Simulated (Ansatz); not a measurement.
# C₃H₄F₂Ge: a ladder of functionals and wavefunction methods, part 2 of 2

Ansatz 0.2.0, Gaussian basis; functionals in def2-TZVPP, the program's frozen cores in correlated methods. The steps go on from the part before.

### Step 14. CAM-B3LYP-D4 (range-separated)

The input, in.yaml:

```yaml
crystal:
  periodic: [false, false, false]
  atoms:
    - {symbol: C, position_ang: [1.626020, 1.826135, -1.233737]}
    - {symbol: C, position_ang: [0.727640, 1.091803, -0.913069]}
    - {symbol: Ge, position_ang: [-0.630900, -0.084313, -0.344063]}
    - {symbol: C, position_ang: [-0.295366, -1.123112, 1.231515]}
    - {symbol: F, position_ang: [-0.994857, -1.129559, -1.667554]}
    - {symbol: F, position_ang: [-2.066317, 0.849626, -0.134398]}
    - {symbol: H, position_ang: [2.415544, 2.480353, -1.527091]}
    - {symbol: H, position_ang: [0.587020, -1.744893, 1.079909]}
    - {symbol: H, position_ang: [-0.127753, -0.459072, 2.079551]}
    - {symbol: H, position_ang: [-1.157830, -1.758268, 1.431836]}
basis:
  gaussian: {orbitals: def2-TZVPP}
hamiltonian: {xc: {name: CAM-B3LYP}, dispersion: d4}
output: {orbitals: {seedname: orbitals}}
```

On the command line:

```bash
> ansatz run in.yaml --threads 4 --pin off --events-out ev --progress --plain --max-ram 10444MiB
```

What it wrote (excerpt; [...] marks lines left out):

```text
Functional definition: CAM-B3LYP
  name "CAM-B3LYP"
  cite "Yanai, Tew & Handy, Chem. Phys. Lett. 393, 51 (2004) doi:10.1016/j.cplett.2004.06.011"
  cite "Iikura, Tsuneda, Yanai & Hirao, J. Chem. Phys. 115, 3540 (2001) doi:10.1063/1.1383587"
  cite "Becke, Phys. Rev. A 38, 3098 (1988) doi:10.1103/PhysRevA.38.3098"
  cite "Lee, Yang & Parr, Phys. Rev. B 37, 785 (1988) doi:10.1103/PhysRevB.37.785"
  cite "Vosko, Wilk & Nusair, Can. J. Phys. 58, 1200 (1980) doi:10.1139/p80-159"
[...]
  # Exact exchange under (alpha + beta erf(omega r))/r, Becke's under what is left of 1/r.
[...]
1477 factors; their error is unknown
335 factors; integrals over basis functions are off by at most 1.3e-5 eV
[...]
mean field -65133.01014379 eV, -2393.5939740442 hartree, gradient 2.7e-5 eV, S^2 0.000000; 0 other end points of the search recorded, 0 dependent functions left out
reference -65133.01027514 eV, -2393.5939788713 hartree; 36, 36 occupied and 223, 223 virtual orbitals, 1477 factors
Total energy: -65133.19107210 eV, -2393.6006230371 hartree
```

It took 3.8 s on 4 threads of Arm Neoverse V2, shared host; peak memory 0.84 GiB.

With the free atoms at this level, -65090.673 eV in sum, the atomisation energy is 4102.4 kJ/mol. HOMO -10.27 eV, LUMO 0.52 eV.

### Step 15. LC-ωPBE (range-separated)

in.yaml: that of step 14 with these lines changed.

```diff
@@ -15,3 +15,3 @@
   gaussian: {orbitals: def2-TZVPP}
-hamiltonian: {xc: {name: CAM-B3LYP}, dispersion: d4}
+hamiltonian: {xc: {name: LC-wPBE}}
 output: {orbitals: {seedname: orbitals}}
```

Same command.

What it wrote (excerpt; [...] marks lines left out):

```text
Functional definition: LC-wPBE
  name "LC-wPBE"
  cite "Vydrov & Scuseria, J. Chem. Phys. 125, 234109 (2006) doi:10.1063/1.2409292"
  cite "Heyd & Scuseria, J. Chem. Phys. 120, 7274 (2004) doi:10.1063/1.1668634"
  cite "Ernzerhof & Perdew, J. Chem. Phys. 109, 3313 (1998) doi:10.1063/1.476928"
  cite "Perdew, Burke & Ernzerhof, Phys. Rev. Lett. 77, 3865 (1996) doi:10.1103/PhysRevLett.77.3865"
  parent pbe
[...]
1446 factors; their error is unknown
405 factors; integrals over basis functions are off by at most 2.5e-5 eV
[...]
mean field -65119.93459521 eV, -2393.1134564970 hartree, gradient 4.8e-5 eV, S^2 0.000000; 0 other end points of the search recorded, 0 dependent functions left out
reference -65119.93459522 eV, -2393.1134564972 hartree; 36, 36 occupied and 223, 223 virtual orbitals, 1446 factors
Total energy: -65119.93459522 eV, -2393.1134564972 hartree
```

It took 2.6 s on 4 threads of Arm Neoverse V2, shared host.

With the free atoms at this level, -65077.509 eV in sum, the atomisation energy is 4093.4 kJ/mol. HOMO -11.74 eV, LUMO 1.72 eV.

### Step 16. ωB97X-V (range-separated)

in.yaml: that of step 15 with these lines changed.

```diff
@@ -15,3 +15,3 @@
   gaussian: {orbitals: def2-TZVPP}
-hamiltonian: {xc: {name: LC-wPBE}}
+hamiltonian: {xc: {name: wB97X-V}}
 output: {orbitals: {seedname: orbitals}}
```

Launched as before.

What it wrote (excerpt; [...] marks lines left out):

```text
Functional definition: wB97X-V
  name "wB97X-V"
  cite "Mardirossian & Head-Gordon, Phys. Chem. Chem. Phys. 16, 9904 (2014) doi:10.1039/C3CP54374A"
  cite "Becke, J. Chem. Phys. 107, 8554 (1997) doi:10.1063/1.475007"
  cite "Vydrov & Van Voorhis, J. Chem. Phys. 133, 244103 (2010) doi:10.1063/1.3521275"
[...]
      + integral(e_c_pw_opposite_spin*poly(b97_u_opposite, cos0, cos1)) + vv10(b, c)
1477 factors; their error is unknown
314 factors; integrals over basis functions are off by at most 9.1e-6 eV
[...]
mean field -65124.75106161 eV, -2393.2904583723 hartree, gradient 4.9e-5 eV, S^2 0.000000; 0 other end points of the search recorded, 0 dependent functions left out
reference -65124.75105965 eV, -2393.2904583005 hartree; 36, 36 occupied and 223, 223 virtual orbitals, 1477 factors
Total energy: -65124.75105965 eV, -2393.2904583005 hartree
```

Run time: 8 s. Hardware: 4 threads of Arm Neoverse V2, shared host; peak memory 0.9 GiB.

With the free atoms at this level, -65082.251 eV in sum, the atomisation energy is 4100.7 kJ/mol. HOMO -11.30 eV, LUMO 1.62 eV.

### Step 17. ωB97M-V (range-separated)

in.yaml: that of step 16 with these lines changed.

```diff
@@ -15,3 +15,3 @@
   gaussian: {orbitals: def2-TZVPP}
-hamiltonian: {xc: {name: wB97X-V}}
-output: {orbitals: {seedname: orbitals}}
+hamiltonian: {xc: {name: wB97M-V}}
+output: {forces: true, orbitals: {seedname: orbitals}}
```

Same command.

What it wrote (excerpt; [...] marks lines left out):

```text
Functional definition: wB97M-V
  name "wB97M-V"
  cite "Mardirossian & Head-Gordon, J. Chem. Phys. 144, 214110 (2016) doi:10.1063/1.4952647"
  cite "Becke, J. Chem. Phys. 107, 8554 (1997) doi:10.1063/1.475007"
  cite "Vydrov & Van Voorhis, J. Chem. Phys. 133, 244103 (2010) doi:10.1063/1.3521275"
  # Of w^i u^j: cxij and so on, Table III.
[...]
  gx(w, u) = 1 - cx + cx01*u + cx10*w
  gss(w, u) = css00 + css04*u^4 + css10*w + css20*w^2 + css43*w^4*u^3
  gos(w, u) = cos00 + cos10*w + (cos20 + cos21*u)*w^2 + (cos60 + cos61*u)*w^6
[...]
      + integral(e_c_pw_mod_opposite_spin*gos(b97_w_opposite, b97_u_opposite)) + vv10(b, c)
1474 factors; their error is unknown
314 factors; integrals over basis functions are off by at most 9.1e-6 eV
[...]
Atom 0 at     1.626020     1.826135    -1.233737 Å, force    -0.126443    -0.101976     0.043147 eV/Å
Atom 1 at     0.727640     1.091803    -0.913069 Å, force     0.242107     0.199943    -0.088755 eV/Å
Atom 2 at    -0.630900    -0.084313    -0.344063 Å, force     0.046766    -0.064493     0.115658 eV/Å
Atom 3 at    -0.295366    -1.123112     1.231515 Å, force     0.000903    -0.007856     0.010845 eV/Å
Atom 4 at    -0.994857    -1.129559    -1.667554 Å, force    -0.016081    -0.048903    -0.064094 eV/Å
Atom 5 at    -2.066317     0.849626    -0.134398 Å, force    -0.067700     0.045754     0.009349 eV/Å
Atom 6 at     2.415544     2.480353    -1.527091 Å, force    -0.068139    -0.054928     0.023578 eV/Å
Atom 7 at     0.587020    -1.744893     1.079909 Å, force    -0.068891     0.043618     0.018930 eV/Å
Atom 8 at    -0.127753    -0.459072     2.079551 Å, force    -0.012091    -0.057363    -0.059617 eV/Å
Atom 9 at    -1.157830    -1.758268     1.431836 Å, force     0.069569     0.046205    -0.009040 eV/Å
Dipole moment:     0.581869    -0.003740     0.411373 e Å
```

It took 12 s on 4 threads of Arm Neoverse V2, shared host; peak memory 1 GiB.

With the free atoms at this level, -65084.522 eV in sum, the atomisation energy is 4093.3 kJ/mol. HOMO -11.17 eV, LUMO 1.48 eV.

### Step 18. B2PLYP (double hybrid)

in.yaml: that of step 17 with these lines changed.

```diff
@@ -15,3 +15,2 @@
   gaussian: {orbitals: def2-TZVPP}
-hamiltonian: {xc: {name: wB97M-V}}
-output: {forces: true, orbitals: {seedname: orbitals}}
+hamiltonian: {xc: {name: B2PLYP}}
```

Same command.

What it wrote (excerpt; [...] marks lines left out):

```text
Functional definition: B2PLYP
  name "B2PLYP"
  cite "Grimme, J. Chem. Phys. 124, 034108 (2006) doi:10.1063/1.2148954"
  cite "Becke, Phys. Rev. A 38, 3098 (1988) doi:10.1103/PhysRevA.38.3098"
  cite "Lee, Yang & Parr, Phys. Rev. B 37, 785 (1988) doi:10.1103/PhysRevB.37.785"
[...]
1614 factors; integrals over basis functions are off by at most 1.0e-3 eV
[...]
mean field -65106.33156196 eV, -2392.6135542453 hartree, gradient 5.5e-6 eV, S^2 0.000000; 0 other end points of the search recorded, 0 dependent functions left out
14 core orbitals not correlated: weight in the atoms' cores, before any rotation towards them, 1.000 or more for the frozen orbitals, at most 0.000 for the correlated occupied ones
reference -65106.33173185 eV, -2392.6135604889 hartree; 22, 22 occupied and 223, 223 virtual orbitals, 1614 factors
second order -40.18633058 eV of doubles, -0.00000000 eV of singles
Total energy: -65117.18204111 eV, -2393.0123019995 hartree
```

Wall time 6.5 s (4 threads of Arm Neoverse V2, shared host); peak memory 0.73 GiB.

With the free atoms at this level, -65075.026 eV in sum, the atomisation energy is 4067.4 kJ/mol.

### Step 19. PBE-QIDH (double hybrid)

in.yaml: that of step 18 with these lines changed.

```diff
@@ -15,2 +15,2 @@
   gaussian: {orbitals: def2-TZVPP}
-hamiltonian: {xc: {name: B2PLYP}}
+hamiltonian: {xc: {name: PBE-QIDH}}
```

Same command.

What it wrote (excerpt; [...] marks lines left out):

```text
Functional definition: PBE-QIDH
  name "PBE-QIDH"
  cite "Brémond, Sancho-García, Pérez-Jiménez & Adamo, J. Chem. Phys. 141, 031101 (2014) doi:10.1063/1.4890314"
  cite "Perdew, Burke & Ernzerhof, Phys. Rev. Lett. 77, 3865 (1996) doi:10.1103/PhysRevLett.77.3865"
[...]
1614 factors; integrals over basis functions are off by at most 1.0e-3 eV
[...]
mean field -65094.06479921 eV, -2392.1627590291 hartree, gradient 8.8e-6 eV, S^2 0.000000; 0 other end points of the search recorded, 0 dependent functions left out
14 core orbitals not correlated: weight in the atoms' cores, before any rotation towards them, 1.000 or more for the frozen orbitals, at most 0.000 for the correlated occupied ones
reference -65094.06481101 eV, -2392.1627594628 hartree; 22, 22 occupied and 223, 223 virtual orbitals, 1614 factors
second order -37.27806694 eV of doubles, -0.00000000 eV of singles
Total energy: -65106.49083332 eV, -2392.6194073601 hartree
```

It took 6.5 s on 4 threads of Arm Neoverse V2, shared host; peak memory 0.73 GiB.

With the free atoms at this level, -65064.126 eV in sum, the atomisation energy is 4087.6 kJ/mol.

### Step 20. Orbital energies across the functionals

Dipoles come from the runs that computed forces. Levels, from each run's orbital file:

| functional | HOMO (eV) | LUMO (eV) | gap (eV) | dipole (D) |
| --- | --- | --- | --- | --- |
| LDA (SPW92) | -7.84 | -1.82 | 6.02 |  |
| PBE-D4 | -7.62 | -1.52 | 6.10 | 3.27 |
| revPBE-D4 | -7.54 | -1.41 | 6.13 |  |
| BLYP-D4 | -7.45 | -1.39 | 6.06 |  |
| r2SCAN-D4 | -7.88 | -1.30 | 6.58 | 3.39 |
| B97M-V | -7.85 | -1.25 | 6.60 |  |
| PBE0-D4 | -8.89 | -0.59 | 8.30 |  |
| B3LYP-D4 | -8.63 | -0.82 | 7.81 | 3.43 |
| r2SCANh-D4 | -8.36 | -0.96 | 7.40 |  |
| r2SCAN0-D4 | -9.07 | -0.46 | 8.61 |  |
| HSE06-D4 | -8.48 | -0.97 | 7.51 |  |
| BHLYP-D4 | -9.98 | 0.43 | 10.41 |  |
| CAM-B3LYP-D4 | -10.27 | 0.52 | 10.79 |  |
| LC-ωPBE | -11.74 | 1.72 | 13.46 |  |
| ωB97X-V | -11.30 | 1.62 | 12.91 |  |
| ωB97M-V | -11.17 | 1.48 | 12.65 | 3.42 |

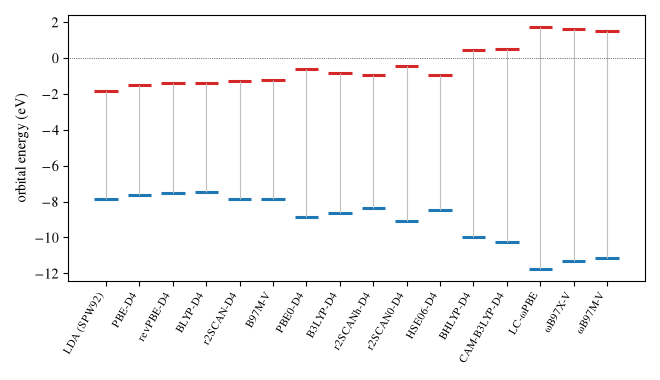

Highest occupied (blue) and lowest empty (red) level by functional.

### Step 21. CCSD(T) in def2-SVP

in.yaml: that of step 19 with these lines changed.

```diff
@@ -14,3 +14,3 @@
 basis:
-  gaussian: {orbitals: def2-TZVPP}
-hamiltonian: {xc: {name: PBE-QIDH}}
+  gaussian: {orbitals: def2-SVP}
+correlation: {method: ccsd_t}
```

The command is unchanged.

What it wrote (excerpt; [...] marks lines left out):

```text
Functional definition: HF
  name "HF"
  cite "Fock, Z. Phys. 61, 126 (1930) doi:10.1007/BF01340294"
  parent pbe
[...]
1215 factors; integrals over basis functions are off by at most 1.1e-3 eV
[...]
mean field -65026.99144576 eV, -2389.6978587537 hartree, gradient 9.1e-6 eV, S^2 0.000000; 0 other end points of the search recorded, 0 dependent functions left out
14 core orbitals not correlated: weight in the atoms' cores, before any rotation towards them, 1.000 or more for the frozen orbitals, at most 0.000 for the correlated occupied ones
reference -65026.99144576 eV, -2389.6978587537 hartree; 22, 22 occupied and 86, 86 virtual orbitals, 1215 factors
second order -26.77028631 eV of doubles, -0.00000000 eV of singles
cycle   1  -26.50752738 eV  change    2.6e-1 eV  update   1.3e-1
[...]
cycle   9  -27.37563948 eV  change   -2.3e-5 eV  update   2.4e-5
perturbative correction -0.77925428 eV, -0.0286370666 hartree
Total energy: -65055.14633952 eV, -2390.7325320153 hartree
```

Wall time 13 s (4 threads of Arm Neoverse V2, shared host); peak memory 0.77 GiB.

### Step 22. CCSD(T) in def2-TZVPP

in.yaml: that of step 21 with these lines changed.

```diff
@@ -14,3 +14,4 @@
 basis:
-  gaussian: {orbitals: def2-SVP}
+  gaussian: {orbitals: def2-TZVPP}
 correlation: {method: ccsd_t}
+output: {orbitals: {seedname: orbitals}}
```

Same command.

What it wrote (excerpt; [...] marks lines left out):

```text
Functional definition: HF
  name "HF"
  cite "Fock, Z. Phys. 61, 126 (1930) doi:10.1007/BF01340294"
  parent pbe
[...]
1614 factors; integrals over basis functions are off by at most 1.0e-3 eV
[...]
mean field -65044.91873287 eV, -2390.3566744035 hartree, gradient 8.6e-6 eV, S^2 0.000000; 0 other end points of the search recorded, 0 dependent functions left out
14 core orbitals not correlated: weight in the atoms' cores, before any rotation towards them, 1.000 or more for the frozen orbitals, at most 0.000 for the correlated occupied ones
reference -65044.91873287 eV, -2390.3566744035 hartree; 22, 22 occupied and 223, 223 virtual orbitals, 1614 factors
second order -33.19372784 eV of doubles, -0.00000000 eV of singles
cycle   1  -32.59710534 eV  change    6.0e-1 eV  update   1.3e-1
[...]
cycle   9  -33.59396249 eV  change   -3.1e-5 eV  update   2.4e-5
perturbative correction -1.31003274 eV, -0.0481428152 hartree
Total energy: -65079.82272810 eV, -2391.6393725696 hartree
```

It took 5 min on 4 threads of Arm Neoverse V2, shared host; peak memory 6.6 GiB.

### Step 23. MP2 in def2-QZVPP

in.yaml: that of step 22 with these lines changed.

```diff
@@ -14,4 +14,3 @@
 basis:
-  gaussian: {orbitals: def2-TZVPP}
-correlation: {method: ccsd_t}
-output: {orbitals: {seedname: orbitals}}
+  gaussian: {orbitals: "def2-QZVPP.json"}
+correlation: {method: mp2}
```

Same command.

What it wrote:

```text
Functional definition: HF
  name "HF"
  cite "Fock, Z. Phys. 61, 126 (1930) doi:10.1007/BF01340294"
  parent pbe
  exchange = exact_x
  correlation = 0
3072 factors; integrals over basis functions are off by at most 7.7e-4 eV
mean field evaluation 1: about -65041.5989 eV, gradient 4.9e1 eV
mean field evaluation 2: about -65041.7772 eV, gradient 4.9e1 eV
mean field evaluation 4: about -65046.3899 eV, gradient 5.2e0 eV
mean field evaluation 8: about -65046.4541 eV, gradient 4.1e-1 eV
mean field -65046.45447454 eV, -2390.4131118690 hartree, gradient 1.0e-6 eV, S^2 0.000000; 0 other end points of the search recorded, 0 dependent functions left out
14 core orbitals not correlated: weight in the atoms' cores, before any rotation towards them, 1.000 or more for the frozen orbitals, at most 0.000 for the correlated occupied ones
reference -65046.45447454 eV, -2390.4131118690 hartree; 22, 22 occupied and 458, 458 virtual orbitals, 3072 factors
second order -42.47403260 eV of doubles, -0.00000000 eV of singles
Total energy: -65088.92850714 eV, -2391.9740037772 hartree
```

Wall time 23 s (4 threads of Arm Neoverse V2, shared host); peak memory 3.1 GiB.

The pieces so far (eV):

| basis | HF | MP2 correlation | CCSD correlation | (T) | total |
| --- | --- | --- | --- | --- | --- |
| def2-SVP | -65026.9914 | -26.7703 | -27.3756 | -0.7793 | -65055.1463 |
| def2-TZVPP | -65044.9187 | -33.1937 | -33.5940 | -1.3100 | -65079.8227 |
| def2-QZVPP | -65046.4545 | -42.4740 |  |  | -65088.9285 (MP2) |

The report of the def2-TZVPP run gives T1 = 0.0122.

### Step 24. From triple and quadruple zeta to the limit

This step is arithmetic on the last runs, with X = 3 and 4: exp(−7.88√X) for Hartree-Fock, X^−2.97 for correlation; only MP2 was run in the larger set, so CCSD(T) minus MP2 is added from the smaller one.

| level | energy at the limit (eV) |
| --- | --- |
| HF | -65046.6660 |
| MP2 | -65096.0143 |
| CCSD | -65096.4146 |
| CCSD(T) | -65097.7246 |

This is no true limit for total energies: MP2 correlation changes by a factor of 1.28 from triple to quadruple zeta (about 1.07 in light molecules), because outer-core shells are correlated in sets not made for them. Much of that cancels between molecule and atoms or ions.

### Step 25. RPA on PBE orbitals

in.yaml: that of step 23 with these lines changed.

```diff
@@ -14,3 +14,4 @@
 basis:
-  gaussian: {orbitals: "def2-QZVPP.json"}
-correlation: {method: mp2}
+  gaussian: {orbitals: def2-TZVPP}
+hamiltonian: {xc: pbe}
+correlation: {method: rpa}
```

Same command.

What it wrote (excerpt; [...] marks lines left out):

```text
Functional definition: PBE
  name "PBE"
  cite "Perdew, Burke & Ernzerhof, Phys. Rev. Lett. 77, 3865 (1996) doi:10.1103/PhysRevLett.77.3865"
  parent pbe
[...]
1614 factors; integrals over basis functions are off by at most 1.0e-3 eV
[...]
mean field -65114.58665495 eV, -2392.9169233174 hartree, gradient 7.8e-6 eV, S^2 0.000000; 0 other end points of the search recorded, 0 dependent functions left out
14 core orbitals not correlated: weight in the atoms' cores, before any rotation towards them, 1.000 or more for the frozen orbitals, at most 0.000 for the correlated occupied ones
reference -65042.65176663 eV, -2390.2733649307 hartree; 22, 22 occupied and 223, 223 virtual orbitals, 1614 factors
Total energy: -65093.66612729 eV, -2392.1481081062 hartree
```

Wall time 6 s (4 threads of Arm Neoverse V2, shared host); peak memory 0.64 GiB.

RPA correlation: -51.014 eV. No RPA run of the hydrogen atom was made, so RPA has no atomisation energy below.

### Step 26. The ladder

Free atoms (3 C, 1 Ge, 2 F, 4 H) were run apart at each level; the atomisation energy is their sum less the molecule, without zero-point or spin-orbit terms.

Differences are taken before rounding.

| method | rung | atomisation energy (kJ/mol) | from CCSD(T)/CBS (kJ/mol) | time |
| --- | --- | --- | --- | --- |
| LDA (SPW92) | LDA | 4717.7 | +606.9 | 1.2 s |
| PBE-D4 | GGA | 4196.1 | +85.3 | 2.4 s |
| revPBE-D4 | GGA | 4073.6 | -37.2 | 1.9 s |
| BLYP-D4 | GGA | 4088.1 | -22.6 | 2.3 s |
| r2SCAN-D4 | meta-GGA | 4110.5 | -0.3 | 5.5 s |
| B97M-V | meta-GGA | 4108.3 | -2.5 | 9 s |
| PBE0-D4 | hybrid | 4095.2 | -15.6 | 3.1 s |
| B3LYP-D4 | hybrid | 4072.4 | -38.4 | 5.5 s |
| r2SCANh-D4 | hybrid | 4073.5 | -37.3 | 6 s |
| r2SCAN0-D4 | hybrid | 4020.5 | -90.2 | 5.5 s |
| HSE06-D4 | hybrid | 4097.7 | -13.0 | 3.6 s |
| BHLYP-D4 | hybrid | 3930.7 | -180.1 | 3.5 s |
| CAM-B3LYP-D4 | range-separated | 4102.4 | -8.4 | 3.8 s |
| LC-ωPBE | range-separated | 4093.4 | -17.3 | 2.6 s |
| ωB97X-V | range-separated | 4100.7 | -10.1 | 8 s |
| ωB97M-V | range-separated | 4093.3 | -17.5 | 12 s |
| B2PLYP | double hybrid | 4067.4 | -43.3 | 6.5 s |
| PBE-QIDH | double hybrid | 4087.6 | -23.2 | 6.5 s |
| HF/def2-TZVPP | wavefunction | 2981.0 | -1129.8 |  |
| MP2/def2-TZVPP | wavefunction | 4146.2 | +35.4 |  |
| CCSD/def2-TZVPP | wavefunction | 3943.3 | -167.5 |  |
| CCSD(T)/def2-SVP | wavefunction | 3887.6 | -223.2 | 13 s |
| CCSD(T)/def2-TZVPP | wavefunction | 4019.0 | -91.7 | 5 min |
| MP2/CBS | wavefunction | 4237.9 | +127.2 |  |
| CCSD(T)/CBS | wavefunction | 4110.8 | 0 | 5.4 min |

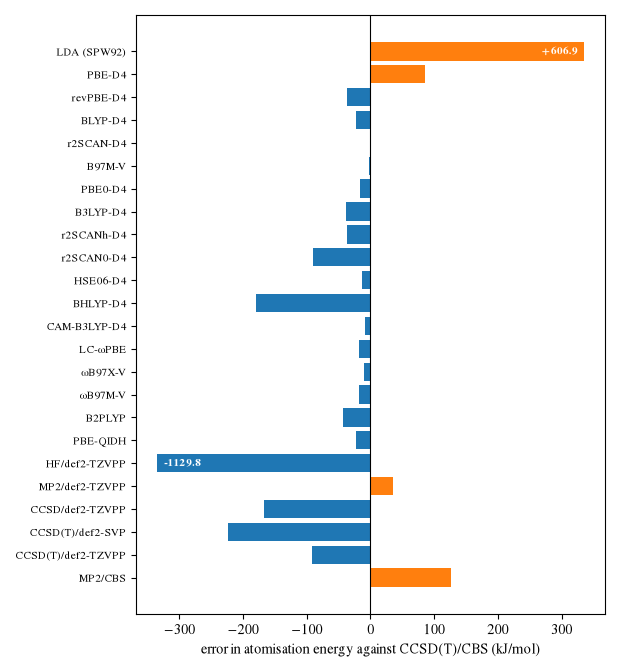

Error of each method against CCSD(T)/CBS. Bars with a number in them are cut short.

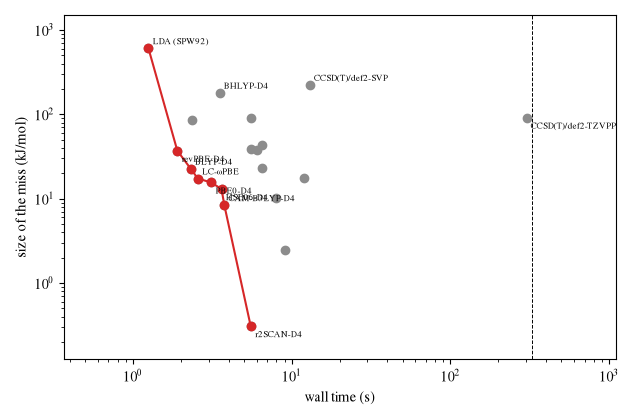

Accuracy for the time spent; red marks the levels that beat every quicker one drawn (of those quicker than the yardstick), and the dashed line is the time of CCSD(T)/CBS. Only those levels and the largest misses are named. Times are from a shared host.

LDA (SPW92), LC-ωPBE, B2PLYP, PBE-QIDH carry no dispersion term (for B3LYP, D4 adds 32.4 kJ/mol).

Times are those of the molecule's run; HF, MP2 and CCSD come out of the CCSD(T) runs, and the limit's time is the sum of the runs that it needs.

### Step 27. What came out

The summary covers parts 1 to 2.

| quantity | value |
| --- | --- |
| atomisation energy, CCSD(T)/CBS | 4110.8 kJ/mol |
| functionals within 41.1 kJ/mol (1.0 %) | revPBE-D4, BLYP-D4, r2SCAN-D4, B97M-V, PBE0-D4, B3LYP-D4, r2SCANh-D4, HSE06-D4, CAM-B3LYP-D4, LC-ωPBE, ωB97X-V, ωB97M-V, PBE-QIDH |
| farthest beyond LDA | BHLYP-D4 (-180.1 kJ/mol) |
| mean size of error, GGA | 48.4 kJ/mol |
| mean size of error, meta-GGA | 1.4 kJ/mol |
| mean size of error, hybrid | 62.4 kJ/mol |
| mean size of error, range-separated | 13.3 kJ/mol |
| mean size of error, double hybrid | 33.3 kJ/mol |
| gap, smallest and largest | 6.02 eV (LDA (SPW92)), 13.46 eV (LC-ωPBE) |
| T1 diagnostic | 0.0122 |
| triples share of the correlation energy | 3.8 % |

In words: LDA overbinds by 606.9 kJ/mol (15 %). PBE-D4 is off by +85.3 kJ/mol. Double hybrids carry the basis error of their MP2 part in triple zeta, and no dispersion term here, so their miss is partly the set-up's. The rungs meta-GGA, range-separated, double hybrid miss on average by less than the doubt on the reference (41.1 kJ/mol), so they tie. Misses under about 41.1 kJ/mol are within the doubt on the reference itself, which lacks core-valence correlation, relativity and higher excitations, and its outer-core shells are covered unevenly. Hartree-Fock recovers 73 % of the binding; the rest is correlation. CCSD(T) in def2-SVP is off by -223.2 kJ/mol, so the small basis spoils what the method gains. The gap grows from 6.0 to 13.5 eV across the functionals, mostly with the share of exact exchange. Correlated methods include outer-core shells of Ge, which these sets cover unevenly.

For cost: r2SCAN-D4 gets within 0.3 kJ/mol in 5.5 s, where CCSD(T)/CBS took 5.4 min; the quickest level in the cost chart, LDA (SPW92), takes 1.2 s and misses by 606.9 kJ/mol.
